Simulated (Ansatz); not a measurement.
ClF$_{4}$H$_{2}$OW (doublet)

```yaml
atoms:
  - { symbol: W, position_ang: [-0.0226, -0.1129, 0.0518] }
  - { symbol: H, position_ang: [-0.1445, 0.6731, 2.7695] }
  - { symbol: F, position_ang: [1.7855, -0.0930, 0.3634] }
  - { symbol: F, position_ang: [-0.0207, 1.7683, 0.2340] }
  - { symbol: F, position_ang: [-1.8498, -0.0742, 0.2226] }
  - { symbol: Cl, position_ang: [-0.0390, -2.4643, 0.1367] }
  - { symbol: F, position_ang: [0.0468, -0.0252, -1.7880] }
  - { symbol: O, position_ang: [-0.1094, -0.1171, 2.2417] }
  - { symbol: H, position_ang: [-0.1606, -0.8958, 2.7853] }
```

Core potentials replace the inner electrons of W.

These are results of Ansatz 0.2.0, UHF/def2-SVP, not measurements.

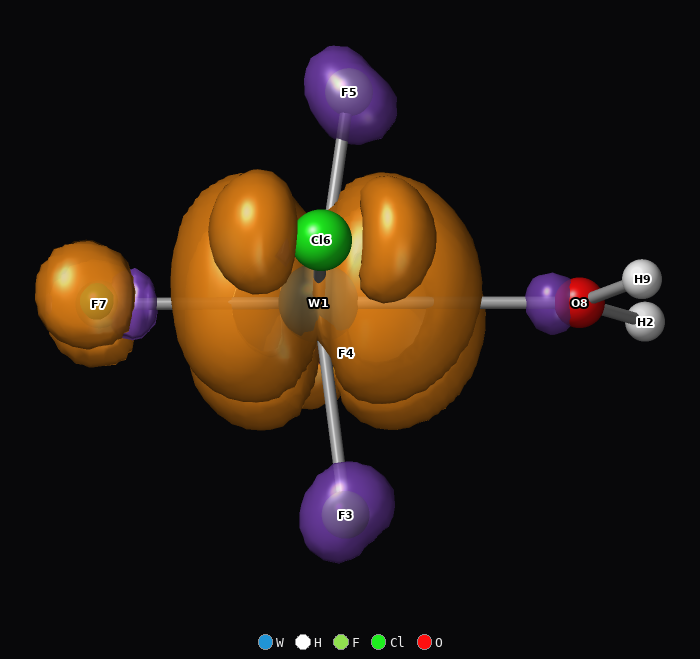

Figure 1. Isosurfaces of the spin density (α minus β) at +0.02 (orange) and −0.02 e/Å³ (purple), seen from one side.

Where is the unpaired spin?

Answer. The unpaired spin (1 electron) lies mostly on W1 (about 0.8), in electrons by Hirshfeld's partition.

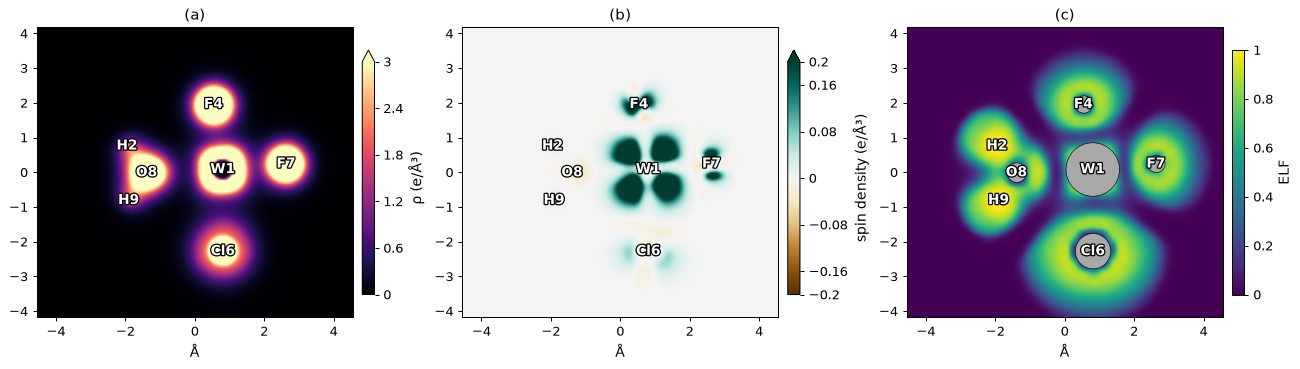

Figure 2. (a) electron density; (b) spin density; (c) electron localisation function on the plane of atoms H2, O8 and H9. Grey discs cover the atomic cores in the ELF map.

What does the map show?

Answer.
- The plane passes through W, H, F, Cl and O nuclei.
- W–F (1.84 Å): ρ at the midpoint is about 1.1 e/Å³; the ELF peaks at about 0.85 in the valence shell of F, 0.6 Å from its nucleus, and drops to about 0.15 between the two atoms.
- W–O (2.19 Å): ρ is about 0.44 e/Å³ halfway; the ELF peaks at about 0.90 in the valence shell of O, 0.6 Å from its nucleus, and is about 0.10 at the midpoint.
- W–Cl (2.35 Å): ρ at the midpoint is about 0.61 e/Å³; the ELF peaks at about 0.85 in the valence shell of Cl, 0.9 Å from its nucleus, and is about 0.40 at the midpoint.
- O–H (0.95 Å): ρ is about 3.9 e/Å³ halfway; the ELF climbs to about 1 towards the hydrogen, as it does in any bond to H (a covalent bond by its length).
- W–F (1.89 Å): the density is about 1 e/Å³ at the midpoint; the ELF peaks at about 0.85 in the valence shell of F, 0.5 Å from its nucleus, and drops to about 0.20 between the two atoms.

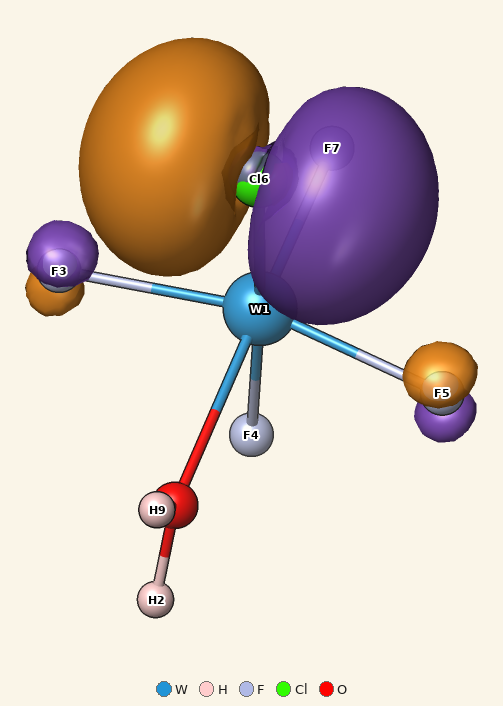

Figure 3. The HOMO−1 (α) at ±0.15 Å⁻³ᐟ² (orange and purple are the two phases), seen at an oblique angle.

Where does this orbital lie, and at what energy?

Answer. It lies mainly on Cl6 (about 90 %); largely a lone pair of Cl6. Its energy is −12.58 eV.

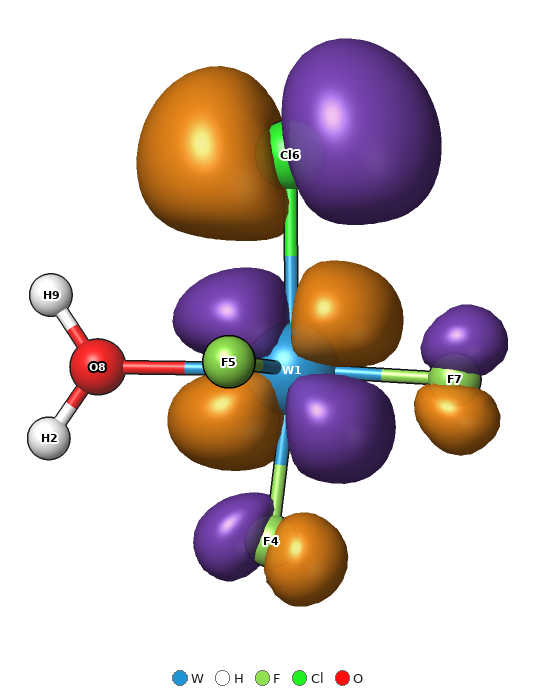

Figure 4. The HOMO (α) at ±0.1 Å⁻³ᐟ² (orange and purple are the two phases), seen at an oblique angle.

What is the character of this orbital?

Answer. Its weight (Hirshfeld) is mainly on Cl6 (about 45 %), W1 (about 40 %) and F4 (about 5 %). Its energy is −11.46 eV.
